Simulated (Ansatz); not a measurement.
Fields on a plane of BP (zinc blende)

```
BP
1.0
    0.00000     2.27421     2.27421
    2.27421     0.00000     2.27421
    2.27421     2.27421     0.00000
P B
1 1
Direct
  0.25000   0.25000   0.25000
  0.00000   0.00000   0.00000
```

The slice is a {111} plane (indices of the conventional cell) through the point (0.250, 0.250, 0.250) (fractional), spanned by u = [100] and v = [-1 2 0] in vectors of this cell: u (3.22 Å) and v (5.57 Å, at 90° to u). It covers one period; positions are fractions (u, v).

Atoms on it: P at (0.00, 0.00); P at (0.50, 0.50). Other atoms lie within 1 Å of the plane.

The numbers are results of PBE (plane waves to 420 eV, PAW, scalar-relativistic; Ansatz, a program for electronic structure), not measurements. k mesh 12×12×12. Inside the PAW spheres the values are not all-electron values, and peaks at nuclei hang on which shells count as valence. BP was relaxed with its symmetry unable to fall.

```
v \ u  0.00  0.08  0.17  0.25  0.33  0.42  0.50  0.58  0.67  0.75  0.83  0.92
-----  ----  ----  ----  ----  ----  ----  ----  ----  ----  ----  ----  ----
0.90      x     x     x  <1.0   2.8  <1.0     x  <1.0   2.8  <1.0     x     x
0.75    8.3   8.4   8.5   7.7   5.3   2.5  <1.0   2.5   5.3   7.7   8.5   8.4
0.60    9.4   8.7   6.0  <1.0     x     x     x     x     x  <1.0   6.0   8.7
0.45    4.7   4.8   3.0  <1.0     x     x     x     x     x  <1.0   2.9   4.7
0.30      x     x   3.4   6.1   6.2   4.8   4.1   4.8   6.2   6.1   3.4     x
0.15   <1.0  <1.0  <1.0   5.1   8.0   9.3   9.7   9.3   8.0   5.1  <1.0  <1.0
0.00      x     x     x  <1.0   3.0   6.9   7.7   6.9   3.0  <1.0     x     x
```

Values: electrostatic potential energy of an electron, from the cell's mean, in eV. Points within 0.8 Å of a nucleus are blanked (x), as the pseudised field means little there. Values under 1 eV are set to 1. The zero, the cell's mean, hangs on the PAW cores.

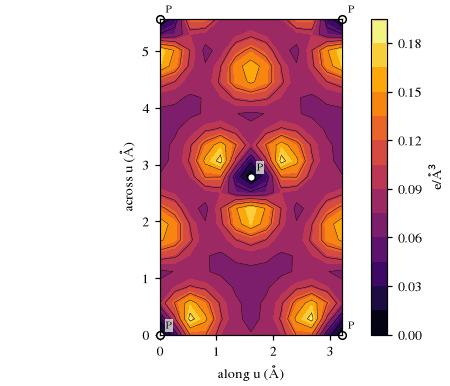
Figure: Density of the lowest conduction band (whole band as if filled, smooth part) in e/Å³, one period of the plane, atoms marked.
